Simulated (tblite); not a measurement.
Molecular dynamics, with input and output: CH8N2Si

- system: CH8N2Si
- method: GFN2-xTB Langevin dynamics, gas phase (tblite 0.8.0)

It belongs to a series of runs on one base structure; here: H on Si replaced by CH2NH2.

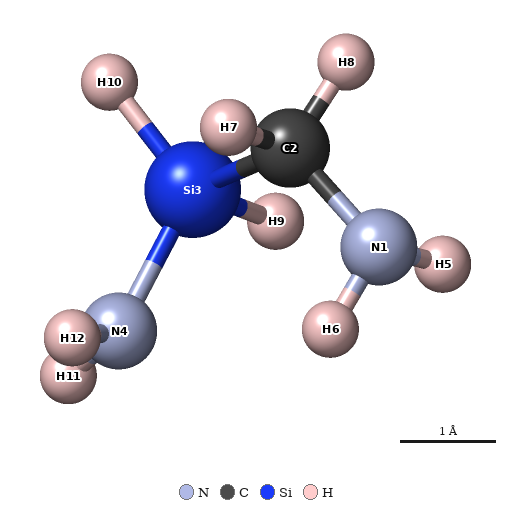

Fig. 1: The input geometry (ball-and-stick view, seen at a tilt; atoms are numbered from 1 in the order of the input). Bond lengths as drawn: C–H 1.09 Å, C–N 1.46 Å, C–Si 1.91 Å, H–N 1.01 to 1.02 Å, H–Si 1.46 to 1.47 Å and N–Si 1.73 Å.

Input file:
```
{"job": {"kind": "md", "xc": "GFN2-xTB", "basis": "xTB", "temperature": 300, "steps": 2000, "every": 50}, "charge": 0, "multiplicity": 1}
N     -1.643894     0.829743     0.277024
C     -0.952046    -0.423120     0.586137
Si     0.614956    -0.753167    -0.457942
N      1.599028     0.644769    -0.221378
H     -1.949352     0.816559    -0.691194
H     -0.992246     1.603429     0.366267
H     -0.713365    -0.398527     1.652876
H     -1.674421    -1.231142     0.453713
H      0.301816    -0.744092    -1.888969
H      1.199594    -2.043494    -0.064774
H      2.447792     0.730067    -0.757193
H      1.763337     0.968289     0.719407
```

The first line tells a small driver script what to run in tblite; the rest is the geometry in Å.

Launch command:
```bash
OMP_NUM_THREADS=1 python <driver script> task.json out
```

What the program printed:
```
t/fs     T/K      E/eV
    0.0   261.5   -375.02251
   25.0   184.5   -374.71269
   50.0   244.4   -374.70518
   75.0   240.2   -374.73673
  100.0   228.0   -374.77445
  125.0   201.5   -374.77413
  150.0   158.3   -374.71616
  175.0   190.4   -374.55983
  200.0   230.5   -374.65762
  225.0   217.7   -374.64236
  250.0   324.8   -374.80431
  275.0   272.9   -374.71618
  300.0   316.4   -374.80075
  325.0   256.8   -374.63013
  350.0   363.2   -374.64011
  375.0   287.0   -374.69467
  400.0   315.6   -374.59526
  425.0   336.6   -374.72363
  450.0   367.3   -374.52387
  475.0   380.0   -374.69940
  500.0   315.2   -374.66337
  525.0   323.2   -374.58343
  550.0   221.7   -374.66304
  575.0   225.3   -374.65594
  600.0   332.6   -374.74288
  625.0   237.2   -374.55406
  650.0   368.5   -374.63630
  675.0   355.4   -374.63916
  700.0   329.9   -374.72104
  725.0   349.0   -374.66119
  750.0   314.8   -374.72947
  775.0   200.8   -374.49403
  800.0   318.6   -374.59337
  825.0   233.2   -374.56403
  850.0   260.0   -374.58370
  875.0   314.3   -374.64865
  900.0   269.0   -374.70785
  925.0   321.7   -374.59981
  950.0   293.6   -374.47372
  975.0   277.2   -374.58809
 1000.0   299.1   -374.63580
```

Trajectory as extended XYZ (Å, eV, eV/Å), 9 of the 41 frames kept, from step=0 to step=40:
```
12
Properties=species:S:1:pos:R:3:forces:R:3 step=0 time_fs=0.0 energy=-375.02251 temperature=261.5
N    -1.6439    0.8297    0.2770    0.0034  -0.0011  -0.0048
C    -0.9520   -0.4231    0.5861   -0.0054  -0.0006  -0.0001
Si    0.6150   -0.7532   -0.4579   -0.0063  -0.0033   0.0015
N     1.5990    0.6448   -0.2214    0.0017   0.0024  -0.0021
H    -1.9494    0.8166   -0.6912    0.0020   0.0001   0.0048
H    -0.9922    1.6034    0.3663   -0.0017  -0.0041   0.0004
H    -0.7134   -0.3985    1.6529    0.0023   0.0012  -0.0024
H    -1.6744   -1.2311    0.4537    0.0011   0.0016  -0.0004
H     0.3018   -0.7441   -1.8890   -0.0007   0.0003  -0.0003
H     1.1996   -2.0435   -0.0648   -0.0001   0.0006   0.0008
H     2.4478    0.7301   -0.7572    0.0029   0.0008  -0.0025
H     1.7633    0.9683    0.7194    0.0006   0.0021   0.0052
12
Properties=species:S:1:pos:R:3:forces:R:3 step=5 time_fs=125.0 energy=-374.77413 temperature=201.5
N    -1.9394    1.0035    0.2256   -0.1728  -0.9650  -0.0947
C    -1.2239   -0.1985    0.7260   -0.1472   0.2955  -0.2422
Si    0.4218   -0.5481   -0.2113   -0.3939  -0.0186  -0.0087
N     1.0137    1.0478   -0.4898    1.6835   0.2558  -0.4784
H    -2.0796    0.9199   -0.7797    0.0782   0.1486   0.1656
H    -1.3898    1.8297    0.4141    0.1473   0.0022  -0.1499
H    -1.0381    0.0575    1.7702   -0.0288  -0.4947   0.1128
H    -1.8892   -1.0889    0.6566    0.2259   0.7471   0.2071
H     0.0971   -0.9257   -1.6255    0.2152  -0.1684   0.6191
H     1.4197   -1.3039    0.6033   -0.4563  -0.1240  -0.3374
H     1.8730    0.9656   -1.0740   -0.8980   0.4754   0.4685
H     1.2874    1.6063    0.3183   -0.2532  -0.1538  -0.2616
12
Properties=species:S:1:pos:R:3:forces:R:3 step=10 time_fs=250.0 energy=-374.80431 temperature=324.8
N    -2.1276    0.8095    0.1308    0.1100  -1.0181   0.5032
C    -1.3690   -0.1201    0.9842    1.0723   1.1762   1.1780
Si    0.3963   -0.5473    0.3428   -0.3138  -0.6373  -0.5127
N     0.9284    0.8344   -0.5893   -0.2413  -0.8553   0.4443
H    -2.2280    0.2663   -0.7252   -0.0675   0.7893  -0.2466
H    -1.5636    1.6477    0.0126   -0.1528  -0.2586  -0.4223
H    -1.2005    0.3691    1.9884   -0.3744  -0.1956  -0.7301
H    -1.9360   -1.0036    1.2155   -0.3968  -0.3010  -0.2079
H     0.2993   -1.6897   -0.6487    0.1203   0.6134   0.4559
H     1.2288   -0.9408    1.5039   -0.0740   0.0692  -0.2367
H     1.6928    0.5837   -1.1925    0.1870   0.2723  -0.1659
H     1.1772    1.6218   -0.0184    0.1310   0.3455  -0.0591
12
Properties=species:S:1:pos:R:3:forces:R:3 step=15 time_fs=375.0 energy=-374.69467 temperature=287.0
N    -2.0907    0.9793    0.2198    1.0404  -0.5083   1.1806
C    -1.3628    0.1445    1.2588   -0.2434   1.8427  -0.6308
Si    0.0545   -1.0236    0.6770    0.1044  -0.1384   0.9890
N     0.9246    0.0755   -0.3065    0.2298  -0.3426  -0.6082
H    -2.5859    0.3305   -0.3424   -0.5012  -0.3855  -0.9362
H    -1.4250    1.5079   -0.3435   -0.1421  -0.3584   0.0343
H    -0.9056    0.9749    1.8404   -0.1577  -0.7825   0.3385
H    -2.1743   -0.3097    1.8248    0.3091  -0.0951   0.1709
H    -0.4247   -2.0915   -0.1909    0.0644  -0.1075   0.0562
H     0.9024   -1.4327    1.9190   -0.7594   0.0723  -0.8549
H     1.7984   -0.1215   -0.7656   -0.0441  -0.3560  -0.0722
H     1.0323    0.9469    0.1422    0.1000   1.1595   0.3328
12
Properties=species:S:1:pos:R:3:forces:R:3 step=20 time_fs=500.0 energy=-374.66337 temperature=315.2
N    -1.8285    0.8547    0.8643   -0.4123  -0.2032   0.4036
C    -1.3451   -0.2790    1.6271   -0.8945  -0.9750  -0.0689
Si    0.0018   -1.4211    0.8178    1.3261   0.1260  -0.7188
N     1.2171   -0.4971   -0.1548   -1.2437  -0.8915   0.9211
H    -2.1843    0.5934   -0.0419    0.2377  -0.0138  -0.1898
H    -1.1058    1.5338    0.8096    0.5171   0.6273  -0.4813
H    -1.0856    0.1041    2.6032    0.2959   0.0455   0.3224
H    -2.2735   -0.8976    1.7919    0.8686   0.1626  -0.0172
H    -0.6762   -2.1009   -0.2801   -0.1313  -0.2043  -0.0370
H     0.7679   -2.4589    1.6733   -0.7427   0.8142  -0.2907
H     1.9462   -1.0767   -0.5537   -0.1553   0.1865   0.0980
H     1.6303    0.2612    0.3511    0.3343   0.3257   0.0584
12
Properties=species:S:1:pos:R:3:forces:R:3 step=25 time_fs=625.0 energy=-374.55406 temperature=237.2
N    -1.8279    0.5396    0.8833    0.2253   0.1294  -1.0758
C    -1.2677   -0.5512    1.7130   -0.8121  -0.5087  -0.7122
Si   -0.0293   -1.5082    0.6666    0.2080  -2.7504  -0.6101
N     1.1559   -0.4313    0.1379    0.0876   1.3903   0.3175
H    -2.6808    0.2531    0.3719    0.7164   0.0357   0.4727
H    -1.1223    0.7738    0.1382   -0.9769  -0.0831   0.9112
H    -0.8763   -0.0918    2.6096    0.0878  -0.0361   0.2892
H    -2.0607   -1.2829    1.9780    0.2586   0.6862   0.1556
H    -0.5445   -1.9753   -0.6684   -0.2866   0.2581   0.4340
H     0.4831   -2.9157    1.1545   -0.3501   1.2685   0.1337
H     2.0393   -0.7346   -0.1815    0.6617  -0.2658  -0.2772
H     1.2281    0.4678    0.5976    0.1805  -0.1242  -0.0387
12
Properties=species:S:1:pos:R:3:forces:R:3 step=30 time_fs=750.0 energy=-374.72947 temperature=314.8
N    -2.0275    0.5311    0.6801    0.2279  -0.4369   1.1082
C    -1.3278   -0.5624    1.4291   -1.8079  -0.8915  -1.7265
Si    0.0571   -1.3680    0.3648   -0.3550   0.3886  -0.3284
N     1.1986   -0.0747    0.2147   -0.9190  -0.3527   0.2087
H    -2.5740    0.1586   -0.0745    0.0596  -0.1108  -0.3666
H    -1.3624    1.2114    0.3383    0.0607  -0.1248  -0.1395
H    -1.1268   -0.1758    2.3826    0.9204   0.6394   1.1431
H    -2.1104   -1.3436    1.6637    0.5322   0.6017  -0.4768
H    -0.2406   -1.5461   -1.0802   -0.2356   0.0099   0.2931
H     0.3899   -2.7141    0.8278    0.1625   0.0000   0.3012
H     2.0857   -0.3925   -0.0559    1.2850  -0.1779  -0.5497
H     1.3040    0.5353    0.9937    0.0692   0.4552   0.5333
12
Properties=species:S:1:pos:R:3:forces:R:3 step=35 time_fs=875.0 energy=-374.64865 temperature=314.3
N    -1.9247    0.5986    0.8549   -0.4796   0.0764  -0.7948
C    -1.4420   -0.7318    1.2505   -2.0665  -0.0304  -1.3356
Si    0.0266   -1.4660    0.2848    0.9882   0.0477   0.8219
N     1.2872   -0.2298    0.5141   -1.8646  -0.5102   0.9596
H    -2.2026    0.6668   -0.1387    0.3929  -0.1865   0.6814
H    -1.2054    1.2770    1.0331    0.2892   0.3055  -0.1439
H    -1.2503   -0.5477    2.2829    0.1849  -0.6511   0.8842
H    -2.3966   -1.3836    1.1136    1.5982   0.6180   0.5287
H    -0.1438   -1.6714   -1.1410   -0.0098   0.1902  -0.1740
H     0.1313   -2.8498    0.9241    0.2333   0.6612  -0.3186
H     2.2065   -0.2316    0.1762    1.0774  -0.4475  -0.9423
H     1.3811    0.1116    1.4692   -0.3435  -0.0733  -0.1665
12
Properties=species:S:1:pos:R:3:forces:R:3 step=40 time_fs=1000.0 energy=-374.63580 temperature=299.1
N    -1.9751    0.2018    1.2912    0.4093   0.0910  -1.3013
C    -1.3026   -1.1026    1.2896   -0.3500  -1.1951   1.0992
Si    0.1910   -1.4059    0.1335    0.2855  -0.4333   0.6175
N     1.4698   -0.4596    0.8102    0.8935   0.3367   0.0253
H    -1.9684    0.5422    0.2885   -0.0738  -0.1501   1.5367
H    -1.4376    0.8517    1.8749   -0.1758  -0.1816  -0.5319
H    -0.9584   -1.3239    2.3309   -0.0401   0.4217  -0.4984
H    -2.0660   -1.9242    1.1812    0.3127   0.8013  -0.4138
H    -0.0200   -1.0743   -1.2475   -0.1759   0.2058  -0.4393
H     0.7634   -2.7577    0.2883   -0.5167  -0.2330  -0.1908
H     2.1930   -0.1186    0.1871   -0.3182   0.1845  -0.1282
H     2.0028   -0.9730    1.5036   -0.2505   0.1522   0.2250
```

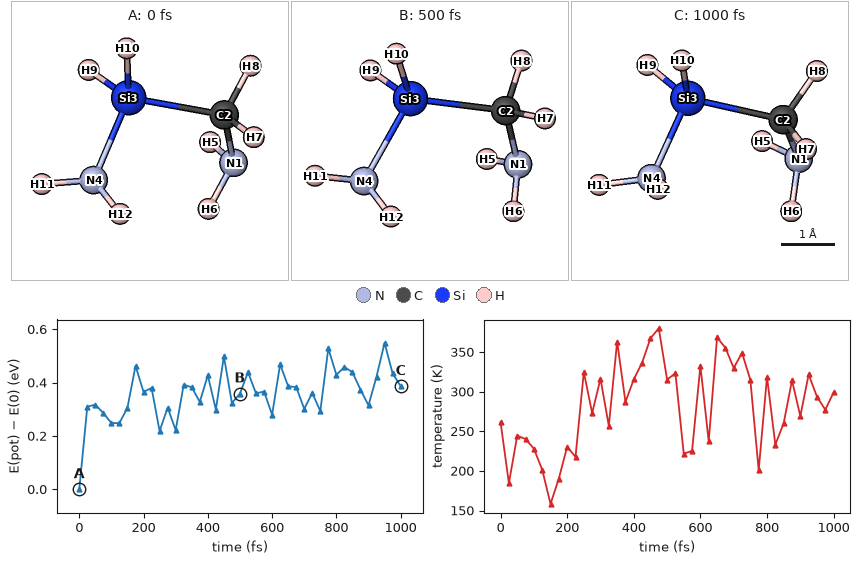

Fig. 2: Frames of the molecular dynamics (ball-and-stick, seen at a tilt) above the curves, on which the letters mark them. The trajectory kept here has 41 frames over 1000 fs. The temperature starts at 262 K, ranges from 158 to 380 K and averages 293 K over the second half. The potential energy ends 0.387 eV above its first value. After an unweighted best fit of the last frame on the first, the root-mean-square displacement is 0.31 Å, and H12 has moved furthest (0.76 Å).

Summary:

- outcome: finished
- mean temperature over the second half: 293 K
- trajectory: 41 frames kept, 1000 fs
- hardware: 1 CPU thread, shared host
- wall time: 21 s
- peak memory: 0.18 GiB
